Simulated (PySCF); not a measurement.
**C4H8AlBrO: density, localisation and related maps**

```yaml
atoms:
  - { symbol: C, position_ang: [2.4345, 0.4080, 0.4128] }
  - { symbol: O, position_ang: [1.0423, 0.5057, 0.2135] }
  - { symbol: C, position_ang: [0.1973, -0.5758, 0.4001] }
  - { symbol: Br, position_ang: [0.9903, -2.2496, 0.9333] }
  - { symbol: C, position_ang: [-1.0711, -0.2811, 0.1739] }
  - { symbol: C, position_ang: [-2.2052, -1.2495, 0.2937] }
  - { symbol: Al, position_ang: [-0.7012, 1.6838, -0.2938] }
  - { symbol: H, position_ang: [2.8337, 1.3989, 0.2014] }
  - { symbol: H, position_ang: [2.6657, 0.1315, 1.4459] }
  - { symbol: H, position_ang: [2.8794, -0.3215, -0.2708] }
  - { symbol: H, position_ang: [-2.0670, -2.0901, -0.3877] }
  - { symbol: H, position_ang: [-3.1420, -0.7528, 0.0522] }
  - { symbol: H, position_ang: [-2.2678, -1.6449, 1.3085] }
  - { symbol: H, position_ang: [-2.0484, 2.3317, -0.6291] }
  - { symbol: H, position_ang: [0.4551, 2.7136, -0.4154] }
```

Geometry: GFN2-xTB.

All numbers below come from PBE0/def2-SVPD, SCF density, gas phase (PySCF 2.14.0).

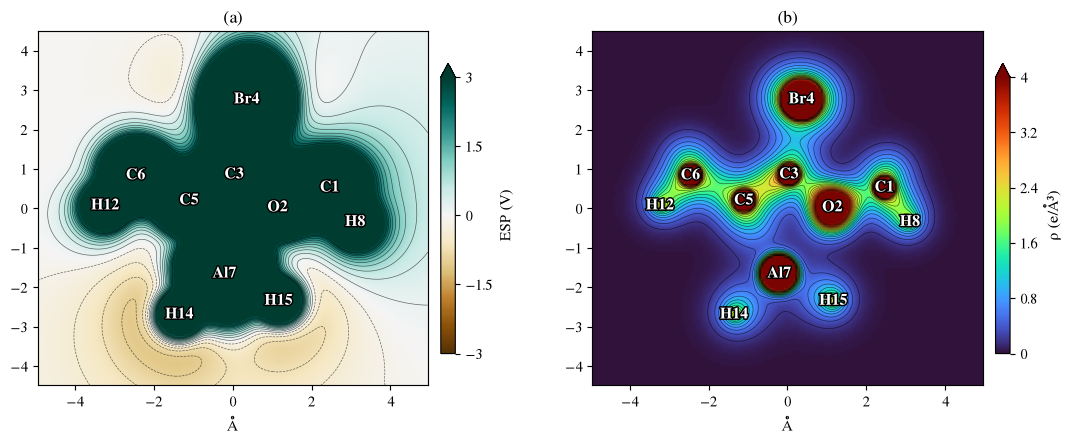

Figure 1. (a) electrostatic potential; (b) total electron density on the plane of atoms H14, Al7 and H15.

Question: What do the fields say about this system?

Answer: The section cuts through C, O, Br, Al and H sites.
C–C (1.32 Å): ρ is about 2.3 e/Å³ halfway.
C–O (1.39 Å): the density is about 2.2 e/Å³ at the midpoint, with its minimum of 1.8 e/Å³ about 0.5 Å from C.
C–Br (1.93 Å): the density is about 1.1 e/Å³ at the midpoint.
C–Al (2.05 Å): the density is about 0.61 e/Å³ at the midpoint.
Al–O (2.16 Å): ρ is about 0.28 e/Å³ halfway, with its minimum of 0.22 e/Å³ about 0.9 Å from Al.
Outside the dense part of the molecule the potential is most negative (−1.1 V) near H14.

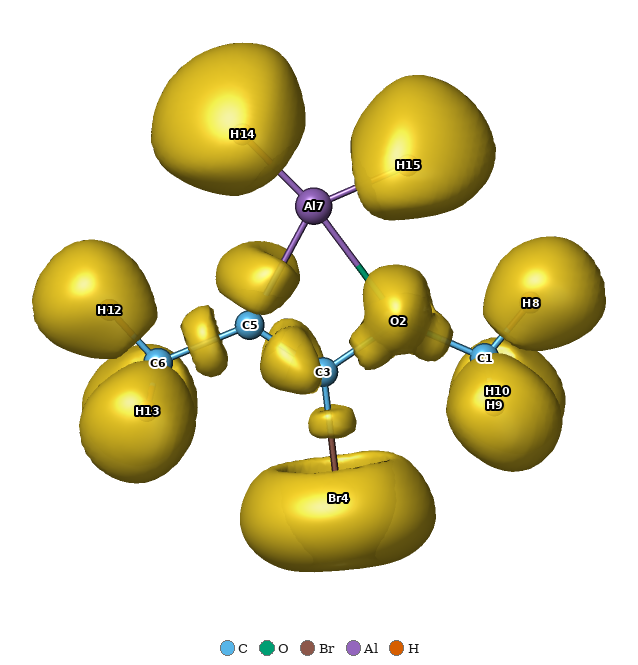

Figure 2. Isosurface of the electron localisation function at 0.75 (yellow), seen across its widest extent. Core shells and regions of very low density are left out.

Question: Identify the bonds, lone pairs and shells in this picture.

Answer: At this value the surface marks out one region between bonded Br–C atoms (shared pairs), two regions between bonded C–C atoms (shared pairs), eight regions around hydrogen nuclei, one lobe of the valence shell of C pointing towards Al (polar bonds), one region on O in which the atom's valence shell and bonds are merged and one ring or bowl of non-bonding electrons around Br. Profiles from the grid: C–C (1.32 Å): the ELF peaks at about 0.90 between the atoms: a short, multiple covalent bond. C–O (1.39 Å): the ELF peaks at about 0.90 between the atoms (a polar covalent bond).

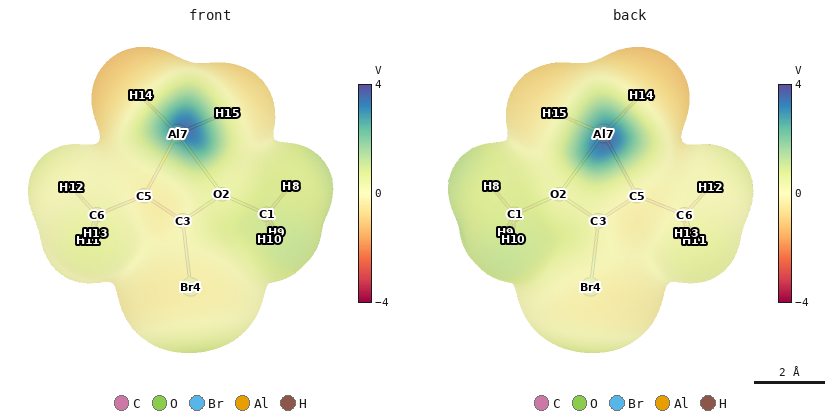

Figure 3. The electrostatic potential painted on the density surface at 0.002 e/bohr³, seen from the front and from behind; red is negative and blue positive.

Question: Which sites attract a positive test charge, and which a negative one?

Answer: A positive charge is drawn to the negative regions and a negative charge to the positive ones. The most negative region (about −1.1 V) lies over H14, the most positive (about +3.4 V) over Al7. Br4 shows a σ-hole: about +0.9 V at the tip opposite its bond, against about −0.1 V on its flanks.

Question: What dipole moment does the calculation give?

Answer: Its dipole moment is 2.43 D.
